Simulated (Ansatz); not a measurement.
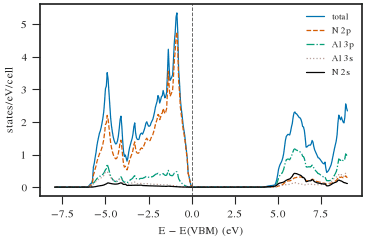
Fig. 1. Total and projected density of states of AlN (wurtzite, P6_3mc), PBEsol (plane waves, PAW; program Ansatz)

Q: Which orbitals carry the states next to the gap?

A: Top 1 eV of the valence band: N 2p 91 %, Al 3p 7 %. Bottom 1 eV of the conduction band: Al 3p 38 %, N 2s 29 %, Al 3s 17 %, N 2p 7 %, outside the projected shells 9 %. Projections are on Löwdin-orthogonalised atomic valence shells; empty p or d shells of many metals are not among them.

Q: Where is the tallest occupied peak in this window, and what makes it?

A: Near -0.8 eV, about 5.3 states/eV per cell; the largest projected share is N 2p.

Symmetry was held in the PBEsol relaxation.

Potentials: the earlier of the program's two PAW sets. The files were generated under PBE; for other functionals the program regenerates the frozen cores, and for LDA and PBEsol the local potential too.
